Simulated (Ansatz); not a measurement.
## Computed energy against volume: SnO (litharge type, space group P4/nmm)

SnO (litharge type, space group P4/nmm)

Space group P4/nmm, origin choice 1 (No. 129); a = b = 3.836 Å, c = 4.757 Å, α = β = γ = 90.00°

```
atom  site  symmetry       x       y       z
----  ----  --------  ------  ------  ------
Sn      2c       4mm  0.5000  0.0000  0.2434
O       2a      -4m2  0.0000  0.0000  0.0000
```

The volume is varied about the relaxed value V₀ at fixed cell shape. The atoms relax within the cell's symmetry.

Computed with PBE-D3(BJ) (plane waves to 420 eV, PAW, scalar-relativistic; Ansatz, a first-principles code). k mesh 12×12×10 (Γ-centred), Fermi-Dirac smearing 0.05 eV. Energies are smeared free energies. With the shape held, the modulus is that of even scaling; a crystal free to change shape is softer. At this level the bands of SnO touch or barely overlap; measurements give the solid a gap. SnO was relaxed with its symmetry unable to fall. The PAW data are Ansatz's earlier set. The zero of ΔE is the relaxed starting cell.

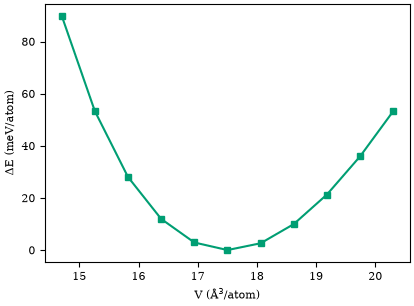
Fig. 1. ΔE (meV/atom) against V (Å³/atom); one marker a computed point.

The energy cost of the largest compression is 90 meV/atom and the equilibrium volume of the fit comes out as 17.48 Å³/atom. The energy cost of the largest expansion is 53 meV/atom and the bulk modulus at fixed cell shape B₀ (third-order Birch-Murnaghan fit) is 48.4 GPa. The pressure at the smallest volume comes out as 12.3 GPa.

(A scan under strain: stresses follow from slopes of the energy per volume, elastic moduli from its curvatures.)
